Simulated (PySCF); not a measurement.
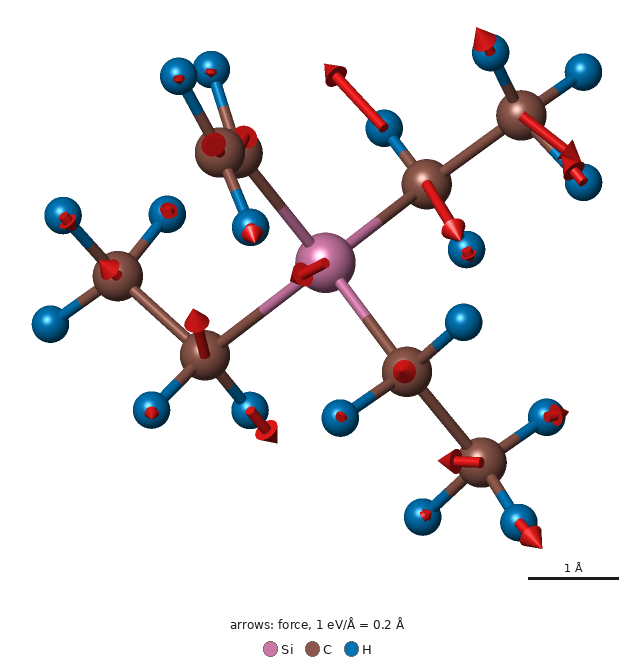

Starting geometry of C$_{8}$H$_{18}$Si with the computed forces as red arrows. Style: ball-and-stick. Shown at a tilt.

The start comes from GFN2-xTB. Its atoms were then displaced at random by about 0.03 Å.

Computed with PBE0-D3(BJ)/def2-SVP geometry optimisation, gas phase (PySCF 2.14.0, density-fitted response routines). 

What follows when this structure is relaxed?

Answer. It isn't relaxed: the largest force vector, on an H atom, is 6.05 eV/Å. The final displacements have little in common with the starting forces (cosine between the two patterns 0.19). The atom that moves furthest after the best rigid fit is an H atom (0.54 Å). By element the largest moves are H 0.54 Å, C 0.25 Å, Si 0.14 Å. Some distances before and after: C–Si 2.041 → 1.893 Å, C–H 0.978 → 1.105 Å, C–H 1.191 → 1.102 Å, C–H 1.029 → 1.105 Å. Bond angles that change, for instance: H–C–H 112.9° → 107.1°, Si–C–H 113.4° → 107.7°, C–C–H 115.7° → 111.4°. The energy falls by 1.317 eV in 10 geometry steps. The run took 14 min on 1 thread of Intel(R) Xeon(R) Processor @ 2.50GHz, on a shared host.
